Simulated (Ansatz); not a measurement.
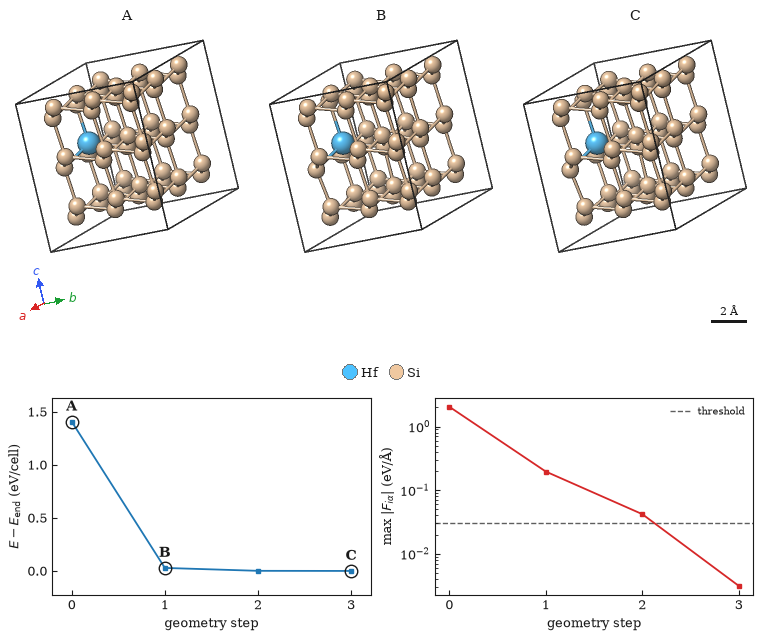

Frames of a relaxation of a defect cell of composition HfSi$_{53}$, marked on the history of the run. A ball-and-stick model of the cell of the calculation (origin shifted), seen slightly off an axis.

Level of theory: DFT, PBE, plane-wave PAW, default files, scalar-relativistic (Ansatz 0.2.0). (plane-wave cutoff 420 eV; k-point mesh 2 × 2 × 2; occupations fermi dirac; smearing width 0.01 eV; no spin polarisation; atoms relaxed in a fixed cell; force threshold 0.03 eV/Å; at most 40 steps)

Q: What happens along the run?

A: The largest moves, 0.21 Å, are those of Si atoms. Hf stays in place. The cell stays as it was. Near-neighbour distances that change, for instance: Hf–Si 2.350 → 2.563 Å, Si–Si 2.350 → 2.320 Å. Among the angles between lasting bonds that change: Si–Si–Si 109.5° → 104.1°, Hf–Si–Si 109.5° → 104.7°, Si–Si–Si 109.5° → 113.8°. The energy falls by 1.407 eV per cell of the calculation in 3 geometry steps. The largest force component goes from 2.1 to 0.0031 eV/Å. From step 0 to 1: Si atoms move most (0.20 Å), energy −1.378 eV per cell of the calculation. From step 1 to 3: Si atoms move most (0.02 Å), energy −28.5 meV per cell of the calculation.

| step | E − E(0), meV/atom | largest force component, eV/Å |
| --- | --- | --- |
| 0 | 0.00 | 2.0504 |
| 1 | -25.53 | 0.1961 |
| 2 | -26.03 | 0.0420 |
| 3 | -26.05 | 0.0031 |
